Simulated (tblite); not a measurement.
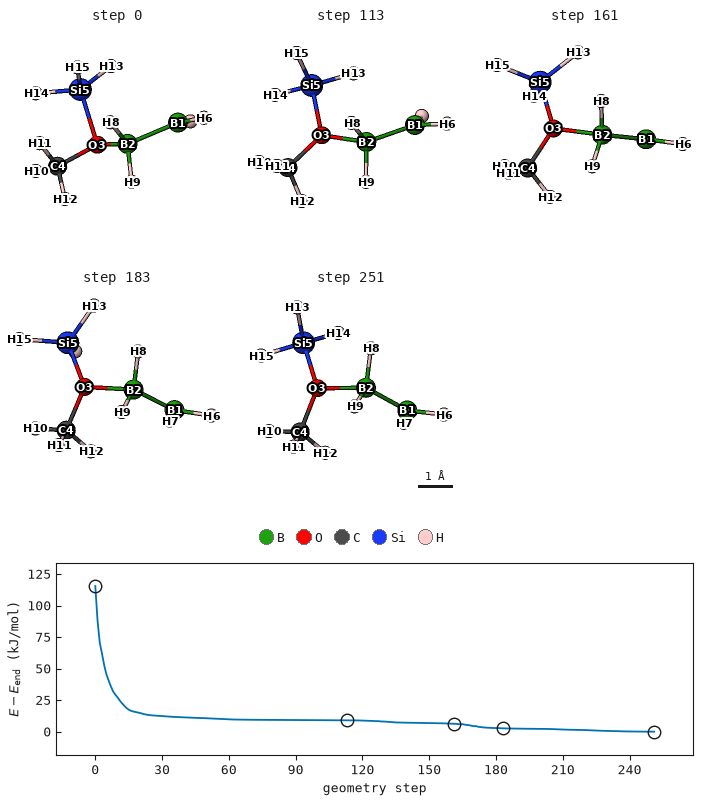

Frames of a relaxation of CH$_{10}$B$_{2}$OSi, marked on the history of the run. The picture is a ball-and-stick view, seen at a tilt.

The calculation used tblite, GFN2-xTB geometry optimisation, gas phase. 

**Describe the path.**

The atom that moves furthest after the best rigid fit is H15 (2.56 Å). Largest moves by element: H 2.56 Å, O 0.90 Å, B 0.79 Å, Si 0.41 Å, C 0.28 Å. Among the contacts that change: B2–Si5 2.572 → 2.893 Å, B2–O3 1.444 → 1.705 Å, O3–Si5 1.737 → 1.652 Å, C4–H11 1.125 → 1.091 Å. Among the angles between lasting bonds that change: C4–O3–Si5 103.9° → 126.4°, B2–O3–Si5 107.5° → 119.0°, B1–B2–H9 110.6° → 118.5°. The energy falls by 115.5 kJ/mol in 251 geometry steps. From step 0 to 113: H11 moves most (0.78 Å), energy −106.4 kJ/mol. From step 113 to 161: H13 moves most (1.28 Å), energy −2.79 kJ/mol. From step 161 to 183: H7 moves most (0.69 Å), energy −3.61 kJ/mol. From step 183 to 251: H14 moves most (1.01 Å), energy −2.65 kJ/mol.
